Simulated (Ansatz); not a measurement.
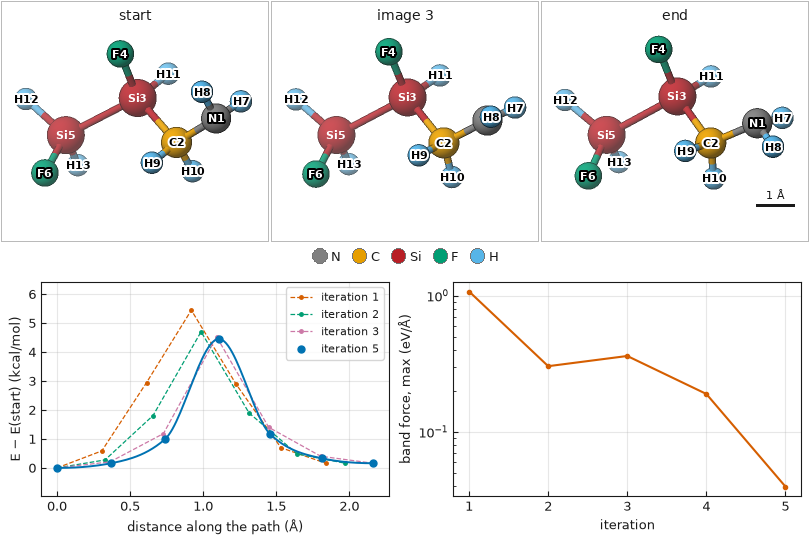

A nudged-elastic-band calculation for CH7F2NSi2. Images are numbered from 0 (start) to 6 (end). The plot follows the band through its iterations. Style: ball-and-stick. Shown at a tilt.

Method: Ansatz, RKS BHLYP-D4/def2-SVP. Run with 5 movable images; climbing image; force threshold 0.05 eV/Å; iteration limit 60; starting path by image-dependent pair potential.

Judge this run.

The result is final at these settings. The band converged in 5 iterations. The largest component of the band force went from 1.1 to 0.04 eV/Å. The climbing image converged on the top of the path. Its vibrational analysis gives one imaginary mode (655i cm⁻¹), as a transition state must have. The first iteration put the highest image at 5.45 kcal/mol. The energy climbs by 4.45 kcal/mol to image 3 and then falls by 4.29 kcal/mol, so the end point sits at +0.16 kcal/mol.

The run took 120 s on 2 threads of Arm Neoverse V2 (shared host), peak memory 0.32 GiB.
